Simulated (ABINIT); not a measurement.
# A GW run on TePb (Fm-3m) in ABINIT, with inputs changed

Aim: change inputs of a GW run on TePb (Fm-3m) and see what moves.

Method: PBE and many-body steps on it, plane waves, in ABINIT 10.8.3.

### 1. The structure

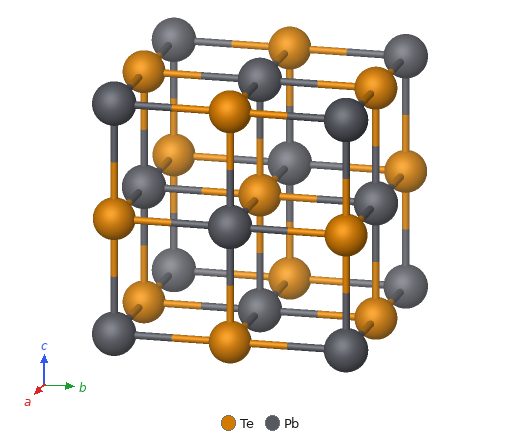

The cell as given, slightly off an axis (tellurium orange, lead dark grey). This picture shows the conventional cell, with its axes. Some periodic images of atoms are drawn too.

Structure file:

```cif
data_structure
_symmetry_space_group_name_H-M 'Fm-3m'
_symmetry_Int_Tables_number 225
_cell_length_a 6.4620
_cell_length_b 6.4620
_cell_length_c 6.4620
_cell_angle_alpha 90.000
_cell_angle_beta 90.000
_cell_angle_gamma 90.000
_cell_volume 269.84
loop_
_atom_site_label
_atom_site_type_symbol
_atom_site_symmetry_multiplicity
_atom_site_Wyckoff_symbol
_atom_site_fract_x
_atom_site_fract_y
_atom_site_fract_z
_atom_site_occupancy
Te1 Te 4 b 0.50000 0.00000 0.00000 1
Pb1 Pb 4 a 0.00000 0.00000 0.00000 1
```

The cell and positions come from the Crystallography Open Database and are kept as given unless a step says otherwise. Spin-orbit coupling is left out unless a step names it.

### 2. Screening, 4×4×4 mesh, 296 bands, screening to 228.6 eV

This step: ABINIT 10.8.3; RPA screening on PBE, plane waves, norm-conserving pseudopotentials.

The RPA dielectric matrix is built and inverted for each q.

The input, run.abi:

```
acell 3*1.0 Angstrom
rprim 
  -0.000000000000 3.231000000000 3.231000000000
  3.231000000000 0.000000000000 3.231000000000
  3.231000000000 3.231000000000 0.000000000000
ntypat 2
znucl 52 82
natom 2
typat 1 2
xred 
  0.500000000000 0.500000000000 0.500000000000
  0.000000000000 -0.000000000000 -0.000000000000
pp_dirpath "pseudos"
pseudos "Te.upf, Pb.upf"
ecut 34
ngkpt 4 4 4
nshiftk 1
shiftk 0 0 0
kptopt 1
chksymbreak 0
istwfk *1
occopt 1
irdwfk 1
optdriver 3
nband 296
ecuteps 8.4
inclvkb 2
awtr 1
symchi 1
indata_prefix "in"
outdata_prefix "out"
tmpdata_prefix "tmp"
```

On the command line:

```
OMP_NUM_THREADS=1 mpirun -n 4 abinit run.abi > log
```

Output:

```text
.Version 10.8.3 of ABINIT. v10.8.2 released Aug 2026.

 Symmetries : space group Fm -3 m (#225); Bravais cF (face-center cubic)
[... echo of the input left out ...]
== DATASET  1 ==================================================================
-   mpi_nproc: 4, omp_nthreads: 1 (-1 if OMP is not activated)

--- !DatasetInfo
iteration_state: {dtset: 1, }
dimensions: {natom: 2, nkpt: 8, mband: 296, nsppol: 1, nspinor: 1, nspden: 1, mpw: 4338, }
cutoff_energies: {ecut:  34.0, pawecutdg:  -1.0, }
electrons: {nelect:   3.00000000E+01, charge:   0.00000000E+00, occopt:   1.00000000E+00, tsmear:   1.00000000E-02, }

 SCREENING: Calculation of the susceptibility and dielectric matrices

 Based on a program developped by R.W. Godby, V. Olevano, G. Onida, and L. Reining.
 Incorporated in ABINIT by V. Olevano, G.-M. Rignanese, and M. Torrent.
.Using double precision arithmetic ; gwpc =  8

[... cell and pseudopotentials left out ...]
--------------------------------------------------------------------------------

 ==== K-mesh for the wavefunctions ====
 Number of points in the irreducible wedge :     8
[... list of points left out ...]
 Together with 48 symmetry operations and time-reversal symmetry
 yields    64 points in the full Brillouin Zone.

 ==== Q-mesh for the screening function ====
 Number of points in the irreducible wedge :     8
[... list of points left out ...]
 Together with 48 symmetry operations and time-reversal symmetry
 yields    64 points in the full Brillouin Zone.

 setmesh: FFT mesh size selected  =    36x   36x   36
          total number of points  =        46656

 vcoul_init : cutoff-mode = AUXILIARY_FUNCTION
 q-points for optical limit:   1
     1)      0.000010    0.000020    0.000030

- screening: taking advantage of time-reversal symmetry
- Maximum band index for partially occupied states nbvw = 15
- Remaining bands to be divided among processors   nbcw = 281
- Number of bands treated by each node ~70

 Number of electrons calculated from density =   30.0000; Expected =   30.0000
 average of density, n =  0.065900
 r_s =    1.5358
 omega_plasma =   24.7627 [eV]

 calculating chi0 at frequencies [eV] :
  1    0.000000E+00    0.000000E+00
  2    0.000000E+00    2.476267E+01

--------------------------------------------------------------------------------
  q-point number  1        q = ( 0.000000, 0.000000, 0.000000) [r.l.u.]
--------------------------------------------------------------------------------
[... chi0 elements left out ...]
 For q-point:  0.000010 0.000020 0.000030
  dielectric constant =  38.7306
  dielectric constant without local fields =  41.7513

  Average fulfillment of the sum rule on Im[epsilon] for q-point    1 :    135.02  [%]
[... wings left out ...]
  q-point number  2        q = ( 0.250000, 0.000000, 0.000000) [r.l.u.]
--------------------------------------------------------------------------------
[... chi0 elements left out ...]
  Average fulfillment of the sum rule on Im[epsilon] for q-point    2 :    163.02  [%]

 [... 6 further q-points ...]
```

Run time: 4.7 min. Hardware: 4 MPI ranks of Arm Neoverse V1, shared host; peak memory 2.6 GiB.

This step gave:

| Property | Result |
| --- | --- |
| ε∞ with local fields, on this mesh, along the program's q direction | 38.73 |
| the same without local fields | 41.75 |
| plasma frequency | 24.76 eV |
| plane waves in the screening matrix | 531 |

Local fields lower ε∞ by 7 %.

### 3. Base

The self-energy is evaluated for the states that the input lists, and the levels follow from it, in one-shot runs by the linearised quasiparticle equation.

This step: G0W0 on PBE, plane waves, norm-conserving pseudopotentials.

Edit run.abi of step 2 so:

```diff
@@ -23,8 +23,17 @@
 irdwfk 1
-optdriver 3
+optdriver 4
 nband 296
+gwcalctyp 0
+ecutsigx 34
+symsigma 1
+nkptgw 2
+kptgw 
+  0.5000000000 0.0000000000 0.0000000000
+  0.0000000000 0.0000000000 0.0000000000
+bdgw 
+  13 18
+  13 18
 ecuteps 8.4
-inclvkb 2
-awtr 1
-symchi 1
+irdscr 1
+ppmodel 1
 indata_prefix "in"
```

Output:

```text
.Version 10.8.3 of ABINIT. v10.8.2 released Aug 2026.

 Symmetries : space group Fm -3 m (#225); Bravais cF (face-center cubic)
[... echo of the input left out ...]
== DATASET  1 ==================================================================
-   mpi_nproc: 4, omp_nthreads: 1 (-1 if OMP is not activated)

--- !DatasetInfo
iteration_state: {dtset: 1, }
dimensions: {natom: 2, nkpt: 8, mband: 296, nsppol: 1, nspinor: 1, nspden: 1, mpw: 4338, }
cutoff_energies: {ecut:  34.0, pawecutdg:  -1.0, }
electrons: {nelect:   3.00000000E+01, charge:   0.00000000E+00, occopt:   1.00000000E+00, tsmear:   1.00000000E-02, }

 SIGMA: Calculation of the GW corrections

 Based on a program developped by R.W. Godby, V. Olevano, G. Onida, and L. Reining.
 Incorporated in ABINIT by V. Olevano, G.-M. Rignanese, and M. Torrent.
.Using double precision arithmetic ; gwpc =  8

[... cell and pseudopotentials left out ...]
--------------------------------------------------------------------------------

 ==== K-mesh for the wavefunctions ====
 Number of points in the irreducible wedge :     8
[... list of points left out ...]
 Together with 48 symmetry operations and time-reversal symmetry
 yields    64 points in the full Brillouin Zone.

 ==== Q-mesh for screening function ====
 Number of points in the irreducible wedge :     8
[... list of points left out ...]
 Together with 48 symmetry operations and time-reversal symmetry
 yields    64 points in the full Brillouin Zone.

 vcoul_init : cutoff-mode = AUXILIARY_FUNCTION
 q-points for optical limit:   1
     1)      0.000010    0.000020    0.000030
 setmesh: FFT mesh size selected  =    45x   45x   45
          total number of points  =        91125

 Number of electrons calculated from density =   30.0000; Expected =   30.0000
 average of density, n =  0.065900
 r_s =    1.5358
 omega_plasma =   24.7627 [eV]

 === KS Band Gaps ===
  >>>> For spin  1
   Minimum direct gap =   0.7358 [eV], located at k-point      :   0.5000  0.0000  0.0000
   Fundamental gap    =   0.7358 [eV], Top of valence bands at :   0.5000  0.0000  0.0000
                                       Bottom of conduction at :   0.5000  0.0000  0.0000
 SIGMA fundamental parameters:
 PLASMON POLE MODEL  1
 number of plane-waves for SigmaX                 4285
 number of plane-waves for SigmaC and W            531
 number of plane-waves for wavefunctions          4285
 number of bands                                   296
 number of independent spin polarizations            1
 number of spinorial components                      1
 number of k-points in IBZ                           8
 number of q-points in IBZ                           8
 number of symmetry operations                      48
 number of k-points in BZ                           64
 number of q-points in BZ                           64
 number of frequencies for dSigma/dE                 9
 frequency step for dSigma/dE [eV]                0.25
 number of omega for Sigma on real axis              0
 max omega for Sigma on real axis  [eV]           0.00
 zcut for avoiding poles [eV]                     0.10

 EPSILON^-1 parameters (SCR file):
 dimension of the eps^-1 matrix on file            531
 dimension of the eps^-1 matrix used               531
 number of plane-waves for wavefunctions          4285
 number of bands                                   296
 number of q-points in IBZ                           8
 number of frequencies                               2
 number of real frequencies                          1
 number of imag frequencies                          1

 matrix elements of self-energy operator (all in [eV])

 Perturbative Calculation

--- !SelfEnergy_ee
iteration_state: {dtset: 1, }
kpoint     : [   0.500,    0.000,    0.000, ]
spin       : 1
KS_gap     :    0.736
QP_gap     :    1.117
Delta_QP_KS:    0.381
data: !SigmaeeData |
     Band     E0 <VxcDFT>   SigX SigC(E0)      Z dSigC/dE  Sig(E)    E-E0       E
       13   3.289 -11.806 -14.356   1.377   0.783  -0.277 -12.724  -0.918   2.371
       14   3.289 -11.806 -14.356   1.377   0.783  -0.277 -12.724  -0.918   2.371
       15   4.179 -12.163 -13.776   0.524   0.791  -0.264 -13.025  -0.862   3.317
       16   4.915  -9.781  -7.151  -3.231   0.801  -0.249 -10.262  -0.481   4.434
       17   5.451 -10.045  -7.546  -3.112   0.799  -0.252 -10.534  -0.489   4.961
       18   5.451 -10.045  -7.546  -3.112   0.799  -0.252 -10.534  -0.489   4.961

--- !SelfEnergy_ee
iteration_state: {dtset: 1, }
kpoint     : [   0.000,    0.000,    0.000, ]
spin       : 1
KS_gap     :    5.441
QP_gap     :    5.886
Delta_QP_KS:    0.445
data: !SigmaeeData |
     Band     E0 <VxcDFT>   SigX SigC(E0)      Z dSigC/dE  Sig(E)    E-E0       E
[...]
16   8.279 -10.803  -7.343  -4.197   0.782  -0.278 -11.380  -0.577   7.702
       17   8.279 -10.803  -7.343  -4.197   0.782  -0.278 -11.380  -0.577   7.702
       18   8.279 -10.803  -7.343  -4.197   0.782  -0.278 -11.380  -0.577   7.702

== END DATASET(S) ==============================================================
================================================================================

 -outvars: echo values of variables after computation  --------
           etotal      0.0000000000E+00
            nband         296
             nkpt           8
          spgroup         225
 [... the other variables as echoed above ...]

 Calculation completed.
```

Run time: 2.1 min. Hardware: 4 MPI ranks; peak memory 2.9 GiB.

This step gave:

- G0W0 gap on the points computed: 1.117 eV
- starting gap on the mesh: 0.7358 eV
- k of the valence top: 0.5, 0, 0
- k of the conduction bottom: 0.5, 0, 0
- Z at the valence top: 0.791
- Z at the conduction bottom: 0.801
- least direct G0W0 gap on the computed points: 1.117 eV

The gap on the mesh goes from 0.74 eV to 1.12 eV, a correction of +0.38 eV.

### 4. Coulomb singularity

Edit run.abi of step 3 so:

```diff
@@ -38,2 +38,3 @@
 ppmodel 1
+gw_icutcoul 3
 indata_prefix "in"
```

Output:

```text
.Version 10.8.3 of ABINIT. v10.8.2 released Aug 2026.

 Symmetries : space group Fm -3 m (#225); Bravais cF (face-center cubic)
[... echo of the input left out ...]
== DATASET  1 ==================================================================
-   mpi_nproc: 4, omp_nthreads: 1 (-1 if OMP is not activated)

--- !DatasetInfo
iteration_state: {dtset: 1, }
dimensions: {natom: 2, nkpt: 8, mband: 296, nsppol: 1, nspinor: 1, nspden: 1, mpw: 4338, }
cutoff_energies: {ecut:  34.0, pawecutdg:  -1.0, }
electrons: {nelect:   3.00000000E+01, charge:   0.00000000E+00, occopt:   1.00000000E+00, tsmear:   1.00000000E-02, }

 SIGMA: Calculation of the GW corrections

 Based on a program developped by R.W. Godby, V. Olevano, G. Onida, and L. Reining.
 Incorporated in ABINIT by V. Olevano, G.-M. Rignanese, and M. Torrent.
.Using double precision arithmetic ; gwpc =  8

[... cell and pseudopotentials left out ...]
--------------------------------------------------------------------------------

 ==== K-mesh for the wavefunctions ====
 Number of points in the irreducible wedge :     8
[... list of points left out ...]
 Together with 48 symmetry operations and time-reversal symmetry
 yields    64 points in the full Brillouin Zone.

 ==== Q-mesh for screening function ====
 Number of points in the irreducible wedge :     8
[... list of points left out ...]
 Together with 48 symmetry operations and time-reversal symmetry
 yields    64 points in the full Brillouin Zone.

 vcoul_init : cutoff-mode = CRYSTAL
 q-points for optical limit:   1
     1)      0.000010    0.000020    0.000030
 setmesh: FFT mesh size selected  =    45x   45x   45
          total number of points  =        91125

 Number of electrons calculated from density =   30.0000; Expected =   30.0000
[...]
number of omega for Sigma on real axis              0
 max omega for Sigma on real axis  [eV]           0.00
 zcut for avoiding poles [eV]                     0.10

 EPSILON^-1 parameters (SCR file):
 dimension of the eps^-1 matrix on file            531
 dimension of the eps^-1 matrix used               531
 number of plane-waves for wavefunctions          4285
 number of bands                                   296
 number of q-points in IBZ                           8
 number of frequencies                               2
 number of real frequencies                          1
 number of imag frequencies                          1

 matrix elements of self-energy operator (all in [eV])

 Perturbative Calculation

--- !SelfEnergy_ee
iteration_state: {dtset: 1, }
kpoint     : [   0.500,    0.000,    0.000, ]
spin       : 1
KS_gap     :    0.736
QP_gap     :    1.114
Delta_QP_KS:    0.379
data: !SigmaeeData |
     Band     E0 <VxcDFT>   SigX SigC(E0)      Z dSigC/dE  Sig(E)    E-E0       E
       13   3.289 -11.806 -13.997   1.203   0.789  -0.267 -12.587  -0.780   2.509
       14   3.289 -11.806 -13.997   1.203   0.789  -0.267 -12.587  -0.780   2.509
       15   4.179 -12.163 -13.417   0.349   0.797  -0.254 -12.885  -0.722   3.457
[...]
--- !SelfEnergy_ee
iteration_state: {dtset: 1, }
kpoint     : [   0.000,    0.000,    0.000, ]
spin       : 1
KS_gap     :    5.441
QP_gap     :    5.883
Delta_QP_KS:    0.442
data: !SigmaeeData |
     Band     E0 <VxcDFT>   SigX SigC(E0)      Z dSigC/dE  Sig(E)    E-E0       E
[...]
17   8.279 -10.803  -7.343  -4.023   0.789  -0.268 -11.246  -0.444   7.836
       18   8.279 -10.803  -7.343  -4.023   0.789  -0.268 -11.246  -0.444   7.836

== END DATASET(S) ==============================================================
================================================================================

 -outvars: echo values of variables after computation  --------
           etotal      0.0000000000E+00
            nband         296
             nkpt           8
          spgroup         225
 [... the other variables as echoed above ...]

 Calculation completed.
```

Elapsed: 2.1 min, on 4 MPI ranks; peak memory 2.9 GiB; 8.4 min of CPU time.

This step gave:

| Quantity | Value |
| --- | --- |
| G0W0 gap on the points computed | 1.114 eV |
| starting gap on the mesh | 0.7358 eV |
| k of the valence top | 0.5, 0, 0 |
| k of the conduction bottom | 0.5, 0, 0 |
| Z at the valence top | 0.797 |
| Z at the conduction bottom | 0.807 |
| least direct G0W0 gap on the computed points | 1.114 eV |

Against G0W0 in ABINIT (4×4×4 mesh, 296 bands, screening to 228.6 eV, Godby-Needs plasmon pole), the gap moves by −0.003 eV.

### 5. The runs together

Times are wall times on 4 MPI ranks of Arm Neoverse V1, shared host, good to a factor of about two. A run's time includes the screening step that it read.

| run | mesh | bands | screening cutoff (eV) | DFT gap (eV) | gap on the mesh (eV) | direct (eV) | ε∞ used | time |
| --- | --- | --- | --- | --- | --- | --- | --- | --- |
| base | 4×4×4 | 296 | 228.6 | 0.736 | 1.117 | 1.117 | 38.73 | 6.9 min |
| Coulomb singularity | 4×4×4 | 296 | 228.6 | 0.736 | 1.114 | 1.114 | 38.73 | 6.8 min |

### 6. What came out

| Property | Result |
| --- | --- |
| base | 1.117 eV |
| Coulomb singularity | 1.114 eV |
| known limits | not at the basis limit; exchange with frozen shells missing; mesh may overstate the screening; no spin-orbit coupling; coarse k mesh |

**Reading.** Coulomb singularity: −0.003 eV against base (keys changed: gw_icutcoul). Bands and cutoff are finite, so the gap is not at the basis limit. The miss can reach some tenths of an eV and take either sign; the mesh is an error of its own. In the G0W0 runs levels were corrected at 2 k points alone, so a gap called «on the mesh» is the least over those, and an edge elsewhere would be missed. The 4×4×4 mesh is coarse for this cell, which bears on the long-range parts of exchange and screening. Where an edge is built on 6p states of lead, bismuth or thallium, scalar-relativistic gaps usually stand too wide, by a few tenths to over one eV. The norm-conserving file of at least one element keeps a d shell over frozen s and p shells of the same row. Exchange with those shells is missing from the self-energy, an error of 0.3 to 0.9 eV in cases checked, whose sign depends on which edge lies on those atoms. The RPA ε∞ on this mesh reaches over 25; with a narrow direct gap a coarse mesh can overstate it, and the correction is then too small. The many-body steps are scalar-relativistic: spin-orbit coupling is not in them.

[Paths, hosts, dates, memory and timing lines, banners, echoed tables and standing remarks are left out of the program output.]

[Logs are printed without paths, hosts, clocks, repeated set-up lines and the standing remarks that a program may print on its own settings, such as how far it seeks lower states.]

[Runs of the session that timed out or met a known fault of the program may be left out.]

[Hosts, paths, dates, database ids (printed as entryN), source tags and the programs' standing remarks are cut or masked in the printed files.]

[G0W0 gaps are taken among the corrected bands and points alone; a level outside them can change the order at an edge.]

[Where Ansatz stands beside ABINIT at settings called matched, ABINIT's density can come from a denser mesh and the files from another edition; pairs whose starting gaps differed by over 0.03 eV were left out, so agreement reads better than it is.]
